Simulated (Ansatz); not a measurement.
What Al → Ti does to BaAlGe

Base system: BaAlGe (space group P-6m2, No. 187; a = 4.3401 Å, c = 5.1699 Å; a cell from a computed database, its experimental status unchecked).

One thing is altered: full substitution Al → Ti; the structure is relaxed again.

The values are results of Ansatz (an electronic-structure program) r2SCAN+rVV10, no spin-orbit coupling, not measurements. k-mesh 12×12×9 (Γ-centred); smearing 0.05 eV (Fermi–Dirac).

```json
{
 "volume_per_atom": "29.53 Å³ (base 28.11 Å³)",
 "density": "4.83 g/cm³ (base 4.67 g/cm³)",
 "c/a ratio": "1.162 (base 1.191)",
 "space_group": "P-6m2 (No. 187) (base P-6m2 (No. 187))",
 "shortest_interatomic_distance": "2.569 Å (base 2.506 Å)",
 "band_gap": "zero (base zero)"
}
```

Final structure:

```
CELL_PARAMETERS angstrom
      4.44891     0.00000     0.00000
     -2.22446     3.85287     0.00000
      0.00000     0.00000     5.16815
ATOMIC_POSITIONS crystal
  Ba 0.00000 0.00000 0.00000
  Ti 0.66667 0.33333 0.50000
  Ge 0.33333 0.66667 0.50000
```

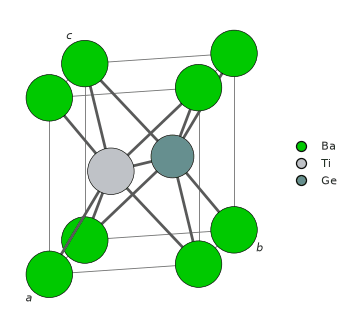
Fig. 1. The relaxed conventional cell after the change

Whether these cells are dynamically stable was not tested. As relaxed here, BaTiGe is a hypothetical phase, not in the database extracts checked. The final runs are not spin-polarised. An odd electron count without spin: BaAlGe. BaTiGe has a high density of states at the Fermi level and may be magnetic at this level.
